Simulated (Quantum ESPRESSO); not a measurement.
## CoO: orders under volume

Wanted: the trend of the moments of CoO with volume.

Main program and level: Quantum ESPRESSO 7.5; PBE with U = 3.5 eV on Co d (ortho-atomic projectors); plane waves with GBRV 1.5 PBE potentials, no spin-orbit coupling.

**1. Starting point**

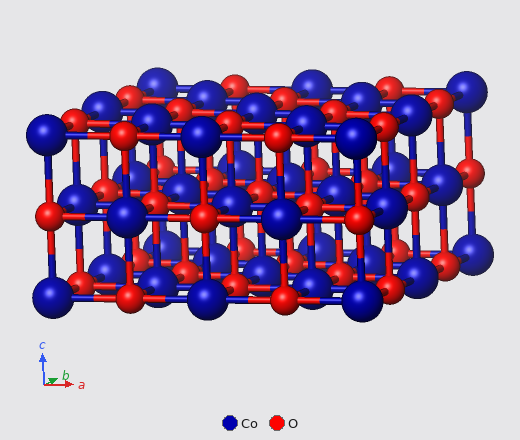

Start, viewed slightly off an axis; cobalt blue, oxygen red. 2×2×1 cells are drawn. This picture shows the conventional cell, with its axes. Some periodic images of atoms are drawn too.

Structure file:

```cif
data_structure
_symmetry_space_group_name_H-M 'Fm-3m'
_symmetry_Int_Tables_number 225
_cell_length_a 4.2630
_cell_length_b 4.2630
_cell_length_c 4.2630
_cell_angle_alpha 90.000
_cell_angle_beta 90.000
_cell_angle_gamma 90.000
_cell_volume 77.47
loop_
_atom_site_label
_atom_site_type_symbol
_atom_site_symmetry_multiplicity
_atom_site_Wyckoff_symbol
_atom_site_fract_x
_atom_site_fract_y
_atom_site_fract_z
_atom_site_occupancy
Co1 Co 4 a 0.00000 0.00000 0.00000 1
O1 O 4 b 0.50000 0.00000 0.00000 1
```

The cell comes from the Crystallography Open Database.

**2. Volume 0.92, ferro +**

All lengths scale alike; the factor is that of the volume. Atoms keep their fractional places. Seeded atoms are those given a starting moment.

Contents of pw.in:

```
&CONTROL
  calculation = 'scf'
  prefix = 'pwscf'
  outdir = './tmp'
  pseudo_dir = './pseudo'
  disk_io = 'nowf'
  tprnfor = .true.
  tstress = .true.
/
&SYSTEM
  ibrav = 0
  nat = 2
  ntyp = 2
  ecutwfc = 40
  ecutrho = 280
  nbnd = 20
  occupations = 'smearing'
  smearing = 'fd'
  degauss = 0.00367493
  nspin = 2
  starting_magnetization(1) = 0.1765
  starting_magnetization(2) = 0
/
&ELECTRONS
  conv_thr = 4d-09
  electron_maxstep = 150
  mixing_beta = 0.3
/
ATOMIC_SPECIES
Co     58.9332 co_pbe_v1.2.uspp.F.UPF
O      15.9990 o_pbe_v1.2.uspp.F.UPF
CELL_PARAMETERS bohr
   0.0000000000    3.9175403634    3.9175403634
   3.9175403634    0.0000000000    3.9175403634
   3.9175403634    3.9175403634    0.0000000000
ATOMIC_POSITIONS crystal
Co      0.0000000000    0.0000000000    0.0000000000
O       0.5000000000    0.5000000000    0.5000000000
K_POINTS automatic
8 8 8 0 0 0
HUBBARD {ortho-atomic}
U Co-3d 3.5000
```

The run is started by

```bash
$ OMP_NUM_THREADS=1 mpirun -n 2 pw.x -nk 2 -in pw.in > pw.out
```

Output:

```text
Program PWSCF v.7.5 starts

     Message from routine setup:
     using ibrav=0 with symmetry is DISCOURAGED, use correct ibrav instead

     K-points division:     npool     =       2
     Subspace diagonalization in iterative solution of the eigenvalue problem:

     bravais-lattice index     =            0
     lattice parameter (alat)  =       5.5402  a.u.
     unit-cell volume          =     120.2459 (a.u.)^3
     number of atoms/cell      =            2
     number of atomic types    =            2
     number of electrons       =        23.00
     number of Kohn-Sham states=           20
     kinetic-energy cutoff     =      40.0000  Ry
     charge density cutoff     =     280.0000  Ry
     scf convergence threshold =      4.0E-09
     mixing beta               =       0.3000
     number of iterations used =            8  plain     mixing
     Exchange-correlation= SLA  PW   PBE  PBE
                           (   1   4   3   4   0   0   0)
     Hubbard projectors: ortho-atomic
     Hubbard parameters of DFT+U (Dudarev formulation) in eV:
     U(Co-3d) =  3.5000

     Internal variables: lda_plus_u =T, lda_plus_u_kind = 0

     Internal variables: orbital_resolved =F, hub_pot_fix =F, apply_U = F

     celldm(1)=   5.540239  celldm(2)=   0.000000  celldm(3)=   0.000000
     celldm(4)=   0.000000  celldm(5)=   0.000000  celldm(6)=   0.000000

     crystal axes: (cart. coord. in units of alat)
               a(1) = (   0.000000   0.707107   0.707107 )
               a(2) = (   0.707107   0.000000   0.707107 )
               a(3) = (   0.707107   0.707107   0.000000 )

     reciprocal axes: (cart. coord. in units 2 pi/alat)
               b(1) = ( -0.707107  0.707107  0.707107 )
               b(2) = (  0.707107 -0.707107  0.707107 )
               b(3) = (  0.707107  0.707107 -0.707107 )

     PseudoPot. # 1 for Co read from file:
     co_pbe_v1.2.uspp.F.UPF
     Pseudo is Ultrasoft + core correction, Zval = 17.0

     PseudoPot. # 2 for O  read from file:
     o_pbe_v1.2.uspp.F.UPF
     Pseudo is Ultrasoft + core correction, Zval =  6.0

     atomic species   valence    mass     pseudopotential
     Co               17.00    58.93320     Co( 1.00)
     O                 6.00    15.99900     O ( 1.00)

     Starting magnetic structure
     atomic species   magnetization
     Co              0.176
     O               0.000

     48 Sym. Ops., with inversion, found

   Cartesian axes

     site n.     atom                  positions (alat units)
         1        Co     tau(   1) = (   0.0000000   0.0000000   0.0000000  )
         2        O      tau(   2) = (   0.7071068   0.7071068   0.7071068  )

     number of k points=    29  Fermi-Dirac smearing, width (Ry)=  0.0037
                       cart. coord. in units 2pi/alat
        k(    1) = (   0.0000000   0.0000000   0.0000000), wk =   0.0019531
        k(    2) = (   0.0883883   0.0883883  -0.0883883), wk =   0.0156250
        k(    3) = (   0.1767767   0.1767767  -0.1767767), wk =   0.0156250
        k(    4) = (   0.2651650   0.2651650  -0.2651650), wk =   0.0156250
        k(    5) = (  -0.3535534  -0.3535534   0.3535534), wk =   0.0078125
        [... 24 further k-points ...]

     Dense  grid:     9505 G-vectors     FFT dimensions: (  30,  30,  30)

     Smooth grid:     4111 G-vectors     FFT dimensions: (  24,  24,  24)

     Check: negative core charge=   -0.000040
     Generating pointlists ...
     new r_m :   0.2917 (alat units)  1.6160 (a.u.) for type    1
     new r_m :   0.2917 (alat units)  1.6160 (a.u.) for type    2

     Initial potential from superposition of free atoms

     starting charge      22.0000, renormalised to      23.0000

     STARTING HUBBARD OCCUPATIONS:

     =================== HUBBARD OCCUPATIONS ===================
     ------------------------ ATOM    1 ------------------------
     Tr[ns(  1)] (up, down, total) =   5.00000  2.00000  7.00000
     Atomic magnetic moment for atom   1 =   3.00000
     [... lines left out ...]
     Number of occupied Hubbard levels =    7.0000

     Atomic wfc used for Hubbard projectors are orthogonalized

     Starting wfcs are   17 randomized atomic wfcs +    3 random wfcs

     Self-consistent Calculation

     iteration #  1     ecut=    40.00 Ry     beta= 0.30
     Davidson diagonalization with overlap
     ethr =  1.00E-02,  avg # of iterations =  5.0

     =================== HUBBARD OCCUPATIONS ===================
     ------------------------ ATOM    1 ------------------------
     Tr[ns(  1)] (up, down, total) =   4.66338  1.02918  5.69256
     Atomic magnetic moment for atom   1 =   3.63419
     [... lines left out ...]
     Number of occupied Hubbard levels =    5.6926

     total energy              =    -328.93107142 Ry
     estimated scf accuracy    <       5.62219496 Ry

     total magnetization       =     3.59 Bohr mag/cell
     absolute magnetization    =     3.68 Bohr mag/cell

     iteration #  2     ecut=    40.00 Ry     beta= 0.30
     Davidson diagonalization with overlap
     ethr =  1.00E-02,  avg # of iterations =  2.0

     total energy              =    -329.97215352 Ry
     estimated scf accuracy    <       3.57537352 Ry

     total magnetization       =     1.25 Bohr mag/cell
     absolute magnetization    =     1.30 Bohr mag/cell

     [... further iterations left out ...]

     iteration # 14     ecut=    40.00 Ry     beta= 0.30
     Davidson diagonalization with overlap
     ethr =  6.37E-11,  avg # of iterations =  1.4

     total energy              =    -330.58727456 Ry
     estimated scf accuracy    <       0.00000001 Ry

     total magnetization       =     2.87 Bohr mag/cell
     absolute magnetization    =     2.90 Bohr mag/cell

     iteration # 15     ecut=    40.00 Ry     beta= 0.30
     Davidson diagonalization with overlap
     ethr =  4.65E-11,  avg # of iterations =  1.1

     Magnetic moment per site  (integrated on atomic sphere of radius R)
     atom   1 (R=0.292)  charge= 14.5182  magn=  2.5154
     atom   2 (R=0.292)  charge=  5.7193  magn=  0.2423

     End of self-consistent calculation

     =================== HUBBARD OCCUPATIONS ===================
     ------------------------ ATOM    1 ------------------------
     Tr[ns(  1)] (up, down, total) =   4.94865  2.36965  7.31829
     Atomic magnetic moment for atom   1 =   2.57900
     [... lines left out ...]
     Number of occupied Hubbard levels =    7.3183

     [... lines left out ...]
     the Fermi energy is    14.8935 ev

!    total energy              =    -330.58727457 Ry
     estimated scf accuracy    <          4.8E-11 Ry
     smearing contrib. (-TS)   =      -0.00253133 Ry
     internal energy E=F+TS    =    -330.58474324 Ry

     The total energy is F=E-TS. E is the sum of the following terms:
     one-electron contribution =    -173.43851009 Ry
     hartree contribution      =     101.43222782 Ry
     xc contribution           =     -40.14244324 Ry
     ewald contribution        =    -218.55367447 Ry
     Hubbard energy            =       0.11765674 Ry

     total magnetization       =     2.87 Bohr mag/cell
     absolute magnetization    =     2.90 Bohr mag/cell

     convergence has been achieved in  15 iterations

     Forces acting on atoms (cartesian axes, Ry/au):

     atom    1 type  1   force =    -0.00000000    0.00000000   -0.00000000
     atom    2 type  2   force =     0.00000000   -0.00000000    0.00000000

     Total force =     0.000000     Total SCF correction =     0.000000

     Computing stress (Cartesian axis) and pressure

          total   stress  (Ry/bohr**3)                   (kbar)     P=      201.01
   0.00136646  -0.00000000  -0.00000000          201.01       -0.00       -0.00
  -0.00000000   0.00136646  -0.00000000           -0.00      201.01       -0.00
  -0.00000000  -0.00000000   0.00136646           -0.00       -0.00      201.01

=------------------------------------------------------------------------------=
   JOB DONE.
=------------------------------------------------------------------------------=
```

Wall time 7.8 s (2 MPI ranks of Arm Neoverse V2, shared host); peak memory 0.15 GiB.

Spin moment in the atom's sphere by atom:

| atom | spin moment in the atom's sphere (μB) |
| --- | --- |
| Co1 | 2.52 |
| O2 | 0.24 |

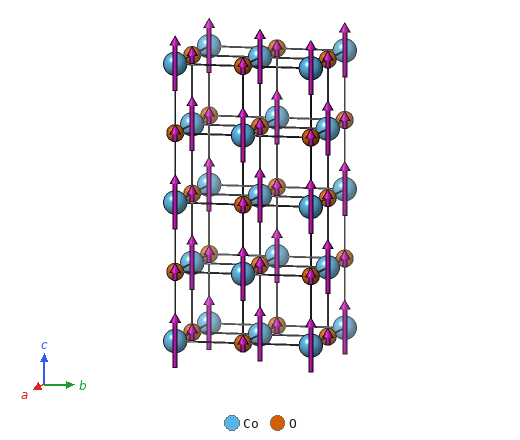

Spin moment in the atom's sphere as arrows, the longest 2.52 μB. Up and down stand for the sign. Arrows give size and sign along the axis of quantisation, drawn up and down the page. Each arrow also spans its atom, so small moments look longer than they are. 1×1×2 conventional cells are drawn. Some periodic images of atoms are drawn too.

Numbers from this step:

| Item | Value |
| --- | --- |
| smearing term TS | 0.03444 eV |
| pressure | 20.10 GPa |
| magnetization | 2.869 μB |
| absolute magnetization | 2.896 μB |
| final state | ferromagnetic |

**3. Volume 0.92, antiferro q=(0,0,1/2) +-**

The wavevector q is in fractions of the reciprocal vectors of the crystal's primitive cell, as the cells of these inputs are built from it; moments change sign between cells as cos(2π q·R).

Contents of pw.in:

```
&CONTROL
  calculation = 'scf'
  prefix = 'pwscf'
  outdir = './tmp'
  pseudo_dir = './pseudo'
  disk_io = 'nowf'
  tprnfor = .true.
  tstress = .true.
/
&SYSTEM
  ibrav = 0
  nat = 4
  ntyp = 3
  ecutwfc = 40
  ecutrho = 280
  nbnd = 32
  occupations = 'smearing'
  smearing = 'fd'
  degauss = 0.00367493
  nspin = 2
  starting_magnetization(1) = 0.1765
  starting_magnetization(2) = -0.1765
  starting_magnetization(3) = 0
/
&ELECTRONS
  conv_thr = 8d-09
  electron_maxstep = 150
  mixing_beta = 0.3
/
ATOMIC_SPECIES
Co1    58.9332 co_pbe_v1.2.uspp.F.UPF
Co2    58.9332 co_pbe_v1.2.uspp.F.UPF
O      15.9990 o_pbe_v1.2.uspp.F.UPF
CELL_PARAMETERS bohr
   0.0000000000    3.9175403634    3.9175403634
   3.9175403634    0.0000000000    3.9175403634
   7.8350807267    7.8350807267    0.0000000000
ATOMIC_POSITIONS crystal
Co1     0.0000000000    0.0000000000    0.0000000000
Co2     0.0000000000    0.0000000000    0.5000000000
O       0.5000000000    0.5000000000    0.2500000000
O       0.5000000000    0.5000000000    0.7500000000
K_POINTS automatic
8 8 4 0 0 0
HUBBARD {ortho-atomic}
U Co1-3d 3.5000
U Co2-3d 3.5000
```

Output:

```text
     [... lines left out ...]
Program PWSCF v.7.5 starts
     [... lines left out ...]
     number of atoms/cell      =            4
     [... lines left out ...]
     number of electrons       =        46.00
     number of Kohn-Sham states=           32
     kinetic-energy cutoff     =      40.0000  Ry
     charge density cutoff     =     280.0000  Ry
     scf convergence threshold =      8.0E-09
     [... lines left out ...]
     12 Sym. Ops., with inversion, found
     [... lines left out ...]
     number of k points=    35  Fermi-Dirac smearing, width (Ry)=  0.0037
     [... lines left out ...]
     iteration # 21     ecut=    40.00 Ry     beta= 0.30
     [... lines left out ...]
     Magnetic moment per site  (integrated on atomic sphere of radius R)
     atom   1 (R=0.292)  charge= 14.5206  magn=  2.5122
     atom   2 (R=0.292)  charge= 14.5206  magn= -2.5122
     atom   3 (R=0.292)  charge=  5.7175  magn=  0.0000
     atom   4 (R=0.292)  charge=  5.7175  magn=  0.0000
     [... lines left out ...]
     Tr[ns(  1)] (up, down, total) =   4.95524  2.36954  7.32478
     [... lines left out ...]
     Tr[ns(  2)] (up, down, total) =   2.36955  4.95524  7.32479
     [... lines left out ...]
     the Fermi energy is    14.8871 ev
!    total energy              =    -661.18306841 Ry
     estimated scf accuracy    <          5.0E-09 Ry
     smearing contrib. (-TS)   =      -0.00425055 Ry
     [... lines left out ...]
     total magnetization       =     0.00 Bohr mag/cell
     absolute magnetization    =     5.39 Bohr mag/cell
     convergence has been achieved in  21 iterations
     [... lines left out ...]
     Total force =     0.000003     Total SCF correction =     0.000009
     [... lines left out ...]
          total   stress  (Ry/bohr**3)                   (kbar)     P=      183.63
     [... lines left out ...]
```

Elapsed: 40 s, on 2 MPI ranks; peak memory 0.23 GiB; 80 s of CPU time.

Spin moment in the atom's sphere by atom:

| atom | spin moment in the atom's sphere (μB) |
| --- | --- |
| Co1 | 2.51 |
| Co2 | -2.51 |
| O3 | 0.00 |
| O4 | 0.00 |

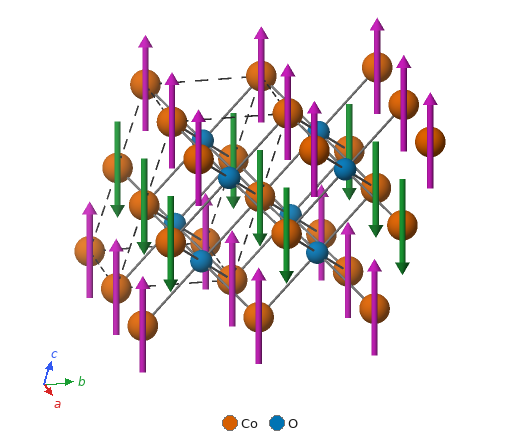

Spin moment in the atom's sphere as arrows, the longest 2.51 μB. Up and down stand for the sign. Arrows give size and sign along the axis of quantisation, drawn up and down the page. The two directions have two colours. Bonds to atoms that aren't drawn are left out. 2×2×1 cells are drawn. Some periodic images of atoms are drawn too.

This step gave:

* smearing term TS: 0.05783 eV
* pressure: 18.36 GPa
* magnetization: 0 μB
* absolute magnetization: 5.386 μB
* final state: antiferromagnetic

(Part 1 of 2 ends here.)

[Logs and program files are shortened in this print: banners, set-up blocks, solver, clock and traceback lines can be left out without a mark of their own.]

[Logs are printed without paths, hosts, clocks, repeated set-up lines and the standing remarks that a program may print on its own settings, such as how far it seeks lower states.]

[Hosts, paths, dates, database ids (printed as entryN), source tags and the programs' standing remarks are cut or masked in the printed files.]

[Where a cell is said to come from a database of computed structures, the database is the Materials Project.]
